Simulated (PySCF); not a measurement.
# C2H2BClO (SMILES C#CB(O)Cl) at 4 levels

Aim: a comparison of 4 runs (HF/3-21G, HF/def2-SVP, HF/aug-cc-pVDZ, B3LYP/6-31G*) of C2H2BClO. The job is set up through a Python script.

The calculation is run with PySCF 2.14.0.

**1. Starting point**

The species is C2H2BClO (7 atoms), meant as a singlet with charge 0. SMILES: `C#CB(O)Cl`. The coordinates come from a GFN2-xTB relaxation. This is one conformer, not always the lowest.

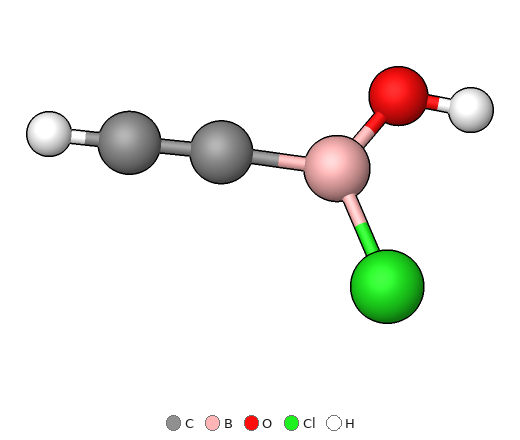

Viewed from a chosen angle; carbon grey, boron pink, oxygen red, chlorine green, hydrogen white.

**2. Energy and forces at HF/3-21G (run 1)**

calc.py reads:

```python
from pyscf import gto

mol = gto.Mole()
mol.atom = '''
C       -0.721040       0.023670       1.898470
C       -0.274250       0.024400       0.781900
B        0.340710       0.049590      -0.606260
O       -0.284130      -0.491050      -1.645690
Cl       1.912320       0.818210      -0.798940
H       -1.119010       0.024340       2.871650
H        0.145410      -0.449160      -2.501130
'''
mol.basis = '3-21g'
mol.verbose = 4
mol.max_memory = 1860
mol.build()

mf = mol.RHF()
mf.conv_tol = 1e-10
mf.kernel()
if not mf.converged:
    mf = mf.newton().run(mf.mo_coeff, mf.mo_occ)

etot = mf.e_tot
print('Final energy', etot)
grad = mf.nuc_grad_method().kernel()
dip = mf.dip_moment()
pop, q = mf.mulliken_pop()
```

Launch:

```bash
$ OMP_NUM_THREADS=1 python calc.py
```

Output:

```text
PySCF version 2.14.0

[... 65 lines left out ...]
converged SCF energy = -632.816963424795
Final energy -632.816963424795
[... 13 lines left out ...]
Dipole moment(X, Y, Z, Debye): -0.85956, -0.53073, -0.42234
[... 22 lines left out ...]
pop of  2 B 2px           0.41472
pop of  2 B 2py           0.24614
pop of  2 B 2pz           0.54387
pop of  2 B 3px           0.10390
pop of  2 B 3py           0.17209
pop of  2 B 3pz           0.02410
pop of  3 O 1s            1.98577
pop of  3 O 2s            0.41476
pop of  3 O 3s            1.46114
pop of  3 O 2px           0.76034
pop of  3 O 2py           0.75905
pop of  3 O 2pz           0.61777
pop of  3 O 3px           0.95151
pop of  3 O 3py           0.98651
pop of  3 O 3pz           0.72553
pop of  4 Cl 1s           1.99860
pop of  4 Cl 2s           1.95895
pop of  4 Cl 3s           1.11666
pop of  4 Cl 4s           0.90793
pop of  4 Cl 2px          1.96611
pop of  4 Cl 2py          1.96922
pop of  4 Cl 2pz          1.97115
pop of  4 Cl 3px          0.95459
pop of  4 Cl 3py          1.02720
pop of  4 Cl 3pz          1.08992
pop of  4 Cl 4px          0.62741
pop of  4 Cl 4py          0.82582
pop of  4 Cl 4pz          0.86080
pop of  5 H 1s            0.45923
pop of  5 H 2s            0.19601
pop of  6 H 1s            0.41316
pop of  6 H 2s            0.15312
 ** Mulliken atomic charges  **
charge of    0C =     -0.41075
charge of    1C =     -0.41002
charge of    2B =      0.97900
charge of    3O =     -0.66238
charge of    4Cl =     -0.27435
charge of    5H =      0.34476
charge of    6H =      0.43372
```

Wall time 4.8 s (1 thread of Intel Xeon at 2.50GHz (Skylake/Cascade Lake), shared host); peak memory 0.12 GiB.

**3. Energy and gradient at HF/def2-SVP (run 2)**

calc.py reads:

```python
import pyscf.grad
from pyscf import gto

mol = gto.Mole()
mol.atom = '''
C     -1.362568     0.044730     3.587588
C     -0.518257     0.046109     1.477577
B      0.643849     0.093712    -1.145665
O     -0.536928    -0.927950    -3.109903
Cl     3.613761     1.546193    -1.509778
H     -2.114622     0.045996     5.426632
H      0.274785    -0.848789    -4.726451
'''
mol.max_memory = 1860
mol.charge = 0
mol.verbose = 4
mol.unit = 'bohr'
mol.basis = 'def2-svp'
mol.build()

hf = mol.RHF()
hf.conv_tol = 1e-10
hf.kernel()
if not hf.converged:
    hf = hf.newton().run(hf.mo_coeff, hf.mo_occ)

energy = hf.e_tot
print('E(%s) = %.9f' % ('HF', energy))
grad = hf.Gradients().kernel()
dip = hf.dip_moment()
pop, q = hf.mulliken_pop()
```

Launch:

```bash
$ OMP_NUM_THREADS=1 python calc.py
```

Output:

```text
PySCF version 2.14.0

[... 65 lines left out ...]
converged SCF energy = -635.719622811961
[... 14 lines left out ...]
Dipole moment(X, Y, Z, Debye): -0.27594, -0.24124, -0.47412
[... 53 lines left out ...]
pop of  3 O 3dyz          0.00136
pop of  3 O 3dz^2         0.00134
pop of  3 O 3dxz          0.00536
pop of  3 O 3dx2-y2       0.00189
pop of  4 Cl 1s           1.99945
pop of  4 Cl 2s           1.99132
pop of  4 Cl 3s           1.19794
pop of  4 Cl 4s           0.72974
pop of  4 Cl 2px          1.97913
pop of  4 Cl 2py          1.98091
pop of  4 Cl 2pz          1.98204
pop of  4 Cl 3px          0.64731
pop of  4 Cl 3py          0.70792
pop of  4 Cl 3pz          0.75612
pop of  4 Cl 4px          0.92244
pop of  4 Cl 4py          1.11402
pop of  4 Cl 4pz          1.17597
pop of  4 Cl 3dxy         0.00863
pop of  4 Cl 3dyz         0.00073
pop of  4 Cl 3dz^2        0.00432
pop of  4 Cl 3dxz         0.00267
pop of  4 Cl 3dx2-y2      0.00664
pop of  5 H 1s            0.74356
pop of  5 H 2s            0.15347
pop of  5 H 2px           0.00723
pop of  5 H 2py           0.00443
pop of  5 H 2pz           0.01894
pop of  6 H 1s            0.66630
pop of  6 H 2s            0.03673
pop of  6 H 2px           0.02049
pop of  6 H 2py           0.01608
pop of  6 H 2pz           0.03915
 ** Mulliken atomic charges  **
charge of    0C =     -0.10185
charge of    1C =     -0.03934
charge of    2B =      0.26393
charge of    3O =     -0.20908
charge of    4Cl =     -0.20730
charge of    5H =      0.07237
charge of    6H =      0.22125
```

Wall time 15 s (1 thread of Intel Xeon at 2.50GHz (Skylake/Cascade Lake), shared host); peak memory 0.17 GiB.

Run 3 isn't shown in full; the table further down has it.

**4. Energy and forces at B3LYP/6-31G(d) (spherical functions) (run 4)**

job.py reads:

```python
# C#CB(O)Cl
from pyscf import gto, dft

molecule = gto.M(
    atom='''
C       -0.721040       0.023670       1.898470
C       -0.274250       0.024400       0.781900
B        0.340710       0.049590      -0.606260
O       -0.284130      -0.491050      -1.645690
Cl       1.912320       0.818210      -0.798940
H       -1.119010       0.024340       2.871650
H        0.145410      -0.449160      -2.501130
''',
    verbose=4,
    basis='6-31g*',
    max_memory=1860,
    spin=0,
)

mf = dft.RKS(molecule)
mf.xc = 'b3lyp'
mf.grids.level = 5
mf.conv_tol = 1e-10
mf.kernel()
if not mf.converged:
    mf = mf.newton().run(mf.mo_coeff, mf.mo_occ)

e_tot = mf.e_tot
print('E(%s) = %.9f' % ('B3LYP', e_tot))
grad = mf.nuc_grad_method().kernel()
dip = mf.dip_moment()
pop, q = mf.mulliken_pop()
```

Launch:

```bash
$ OMP_NUM_THREADS=1 python job.py
```

Output:

```text
PySCF version 2.14.0

[... 77 lines left out ...]
converged SCF energy = -637.712983608936
[... 15 lines left out ...]
Dipole moment(X, Y, Z, Debye): -0.52617, -0.38573, -0.55459
[... 47 lines left out ...]
pop of  3 O 2py           1.03550
pop of  3 O 2pz           0.88793
pop of  3 O 3px           0.63115
pop of  3 O 3py           0.67227
pop of  3 O 3pz           0.40594
pop of  3 O 3dxy          0.00327
pop of  3 O 3dyz          0.00077
pop of  3 O 3dz^2         0.00406
pop of  3 O 3dxz          0.00827
pop of  3 O 3dx2-y2       0.00389
pop of  4 Cl 1s           1.99967
pop of  4 Cl 2s           1.99676
pop of  4 Cl 3s           1.40221
pop of  4 Cl 4s           0.53100
pop of  4 Cl 2px          1.98993
pop of  4 Cl 2py          1.99128
pop of  4 Cl 2pz          1.99208
pop of  4 Cl 3px          1.12634
pop of  4 Cl 3py          1.22356
pop of  4 Cl 3pz          1.30198
pop of  4 Cl 4px          0.39304
pop of  4 Cl 4py          0.57215
pop of  4 Cl 4pz          0.61861
pop of  4 Cl 3dxy         0.00707
pop of  4 Cl 3dyz         0.00073
pop of  4 Cl 3dz^2        0.00324
pop of  4 Cl 3dxz         0.00279
pop of  4 Cl 3dx2-y2      0.00555
pop of  5 H 1s            0.51683
pop of  5 H 2s            0.28949
pop of  6 H 1s            0.46977
pop of  6 H 2s            0.09957
 ** Mulliken atomic charges  **
charge of    0C =     -0.20921
charge of    1C =      0.07768
charge of    2B =      0.15284
charge of    3O =     -0.48768
charge of    4Cl =     -0.15798
charge of    5H =      0.19368
charge of    6H =      0.43067
```

It took 56 s on 1 thread of Intel Xeon at 2.50GHz (Skylake/Cascade Lake), shared host; peak memory 0.76 GiB.

**5. Overview of the runs**

```csv
run,level,integration grid,energy (Eh),dipole moment (D),HOMO energy (eV),LUMO energy (eV),wall time
1,HF/3-21G,–,-632.816963,1.09,-11.22,2.74,4.8 s
2,HF/def2-SVP,–,-635.719623,0.60,-11.11,2.74,15 s
3,HF/aug-cc-pVDZ,–,-636.026558,0.58,-11.18,0.92,65 s
4,B3LYP/6-31G* (spherical functions),5,-637.712984,0.86,-7.74,-1.07,56 s
```

**6. What came out**

| quantity | value |
| --- | --- |
| run 4: total energy | -637.71298 Eh |
| run 4: dipole moment | 0.86 D |
| run 4: HOMO energy | -7.74 eV |
| run 4: LUMO energy | -1.07 eV |
| run 4: HOMO–LUMO gap | 6.67 eV |
| run 4: largest force on an atom | 1.241 eV/Å |

**Reading.** The dipole moment (its size) runs from 0.58 D (HF/aug-cc-pVDZ) to 1.09 D (HF/3-21G). The HOMO–LUMO gap runs from 6.67 eV (B3LYP/6-31G*) to 13.96 eV (HF/3-21G). The two ends differ in method and basis. All runs together took 2.4 min, the longest 65 s.
